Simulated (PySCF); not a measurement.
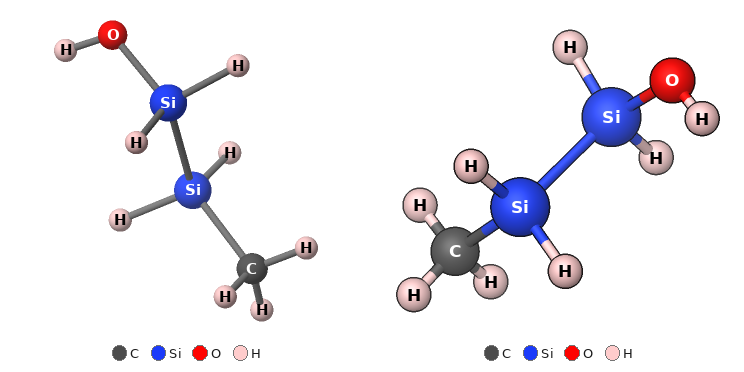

The same structure drawn twice, from different directions.

The computed structure is the end point of a PBE0-D3(BJ)/def2-SVP optimisation. No frequency run is at hand to confirm it as a minimum.

> What is the molecular formula?

CH8OSi2, 12 atoms: 1 carbon, 8 hydrogen, 1 oxygen and 2 silicon.

> Name some functional groups or characteristic bonds that it holds.

Among them: Si–H bond, Si–O bond.

> Count the bonded pairs by element.

4 Si–H, 3 C–H, 1 C–Si, 1 Si–Si, 1 O–Si, 1 O–H.

> Does it have rings?

It has no ring.

The parts below concern this one geometry. Atoms keep their numbers from picture to picture.

**Geometry**

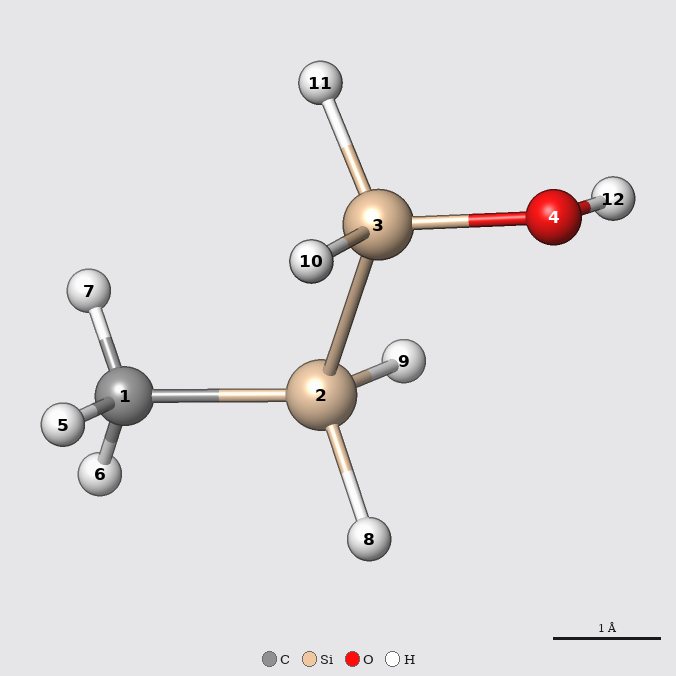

The atoms are numbered. No frequency run is at hand to confirm it as a minimum.

> Describe the coordination of atom 3.

Si3 has 4 neighbours (Si2 at 2.35, O4 at 1.67, H10 at 1.49, H11 at 1.50 Å); the arrangement is tetrahedral.

> How are the neighbours of atom 4 arranged?

O4 has 2 neighbours (Si3 at 1.67, H12 at 0.96 Å); the arrangement is bent.

> How are the neighbours of atom 2 arranged?

Si2 has 4 neighbours (C1 at 1.89, Si3 at 2.35, H8 at 1.50, H9 at 1.50 Å); the arrangement is tetrahedral.

> Describe the coordination of atom 1.

C1 has 4 neighbours (Si2 at 1.89, H5 at 1.10, H6 at 1.10, H7 at 1.10 Å); the arrangement is tetrahedral.

> What is the dihedral angle C1–Si2–Si3–O4?

177° in size, that is anti.

**Charges**

The questions are on Mulliken charges. No frequency run is at hand to confirm it as a minimum. Properties computed with PBE0/cc-pVTZ, gas phase (PySCF 2.14.0).

> Which atom carries the highest charge (most positive or least negative)?

Si3 (0.33 e).

> And the lowest?

C1 (−0.39 e).

List the Mulliken charges.

| atom | value (e) |
| --- | --- |
| C1 | −0.39 |
| Si2 | 0.07 |
| Si3 | 0.33 |
| O4 | −0.36 |
| H5 | 0.11 |
| H6 | 0.11 |
| H7 | 0.11 |
| H8 | −0.03 |
| H9 | −0.04 |
| H10 | −0.04 |
| H11 | −0.07 |
| H12 | 0.20 |

**Levels of theory compared**

No frequency run is at hand to confirm it as a minimum. Program: PySCF 2.14.0.

Tabulate dipole (D), HOMO energy (eV), HOMO–LUMO gap (eV) at these levels: PBE0/IGLO-III; PBE0/aug-cc-pVDZ; PBE0/cc-pVDZ; PBE0/cc-pVTZ; PBE0/pcSseg-0.

| level | dipole (D) | HOMO energy (eV) | HOMO–LUMO gap (eV) |
| --- | --- | --- | --- |
| PBE0/IGLO-III | 1.57 | −7.60 | 7.11 |
| PBE0/aug-cc-pVDZ | 1.58 | −7.57 | 6.88 |
| PBE0/cc-pVDZ | 1.52 | −7.43 | 7.34 |
| PBE0/cc-pVTZ | 1.50 | −7.55 | 7.16 |
| PBE0/pcSseg-0 | 1.88 | −7.73 | 7.46 |

**Quadrupole coupling**

No frequency run is at hand to confirm it as a minimum. Electric field gradients from the ground-state density, PBE0/cc-pVTZ (PySCF 2.14.0), non-relativistic apart from any core potentials.

Give the largest field-gradient component, the quadrupole coupling constant and the asymmetry for 17O at O4 (Q = −25.6 mb), 2H at H5 (Q = 2.86 mb), 2H at H6 (Q = 2.86 mb), 2H at H7 (Q = 2.86 mb), 2H at H8 (Q = 2.86 mb).

```json
{"atom": "O4", "V_zz (a.u.)": "1.391", "e²qQ/h (MHz)": "−8.37", "η": "0.68"}
{"atom": "H5", "V_zz (a.u.)": "0.282", "e²qQ/h (MHz)": "0.189", "η": "0.02"}
{"atom": "H6", "V_zz (a.u.)": "0.282", "e²qQ/h (MHz)": "0.189", "η": "0.02"}
{"atom": "H7", "V_zz (a.u.)": "0.282", "e²qQ/h (MHz)": "0.189", "η": "0.02"}
{"atom": "H8", "V_zz (a.u.)": "0.137", "e²qQ/h (MHz)": "0.092", "η": "0.03"}
```

**NMR shielding**

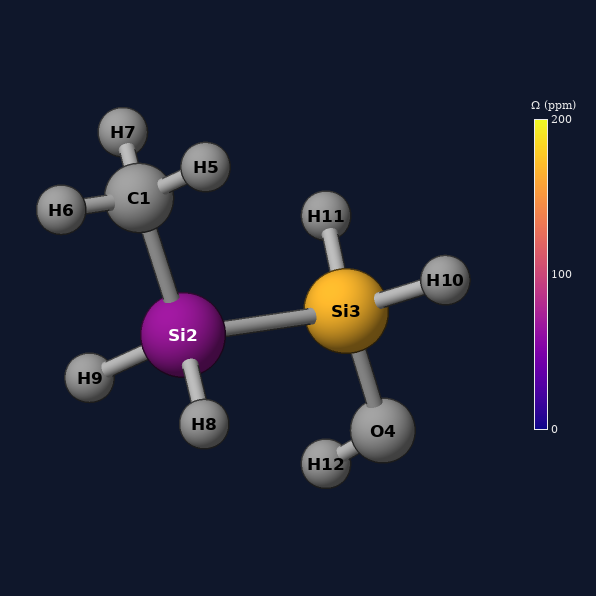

The Si atoms are coloured by the span of their shielding tensor. No frequency run is at hand to confirm it as a minimum. Properties computed with GIAO PBE0/IGLO-III NMR shielding, non-relativistic, gas phase (PySCF 2.14.0). Principal shieldings σ11 ≤ σ22 ≤ σ33, span Ω = σ33 − σ11, skew κ = 3(σiso − σ22)/Ω.

> Which Si atom has the most anisotropic shielding?

Si3, with a span of 169 ppm.

Give the shielding tensors of the Si atoms.

```csv
atom,σ11,σ22,σ33,σiso,Ω,κ
Si2,397.1,399.6,464.3,420.3,67.3,0.93
Si3,294.3,337.7,463.6,365.2,169.3,0.49
```

Shieldings and span in ppm.

Mulliken values depend strongly on the basis set and can even reverse the polarity of a bond.
